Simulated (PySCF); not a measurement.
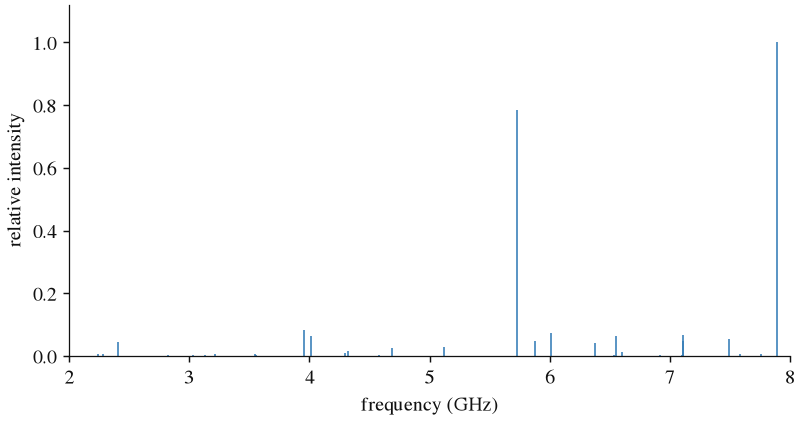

Simulated rotational absorption lines between 2 and 8 GHz at 3 K: rigid rotor with the equilibrium constants and dipole of one optimised conformer (PBE0-D3(BJ)/def2-SVP, PySCF), commonest isotopes; no centrifugal distortion, hyperfine structure, internal rotation or nuclear-spin weights; lines within 1 MHz of each other are summed.

**Which molecule gives this spectrum?**
A. C₃H₉Al, SMILES CC[CH2][AlH2], singlet
B. C₂H₈FNSi, SMILES CN(C)[SiH2]F
C. C₃H₇NSi, SMILES C=C/C=N/[SiH3]
D. CH₇PSSi, SMILES CS[SiH2]P

Option A. Rotational constants A, B, C = 10.56, 3.066, 2.664 GHz, |μa|, |μb|, |μc| = 0.75, 0.53, 0.13 D.

Note: coarse grid, loose stop and no frequency check, small forces are noise and the end may be a saddle.
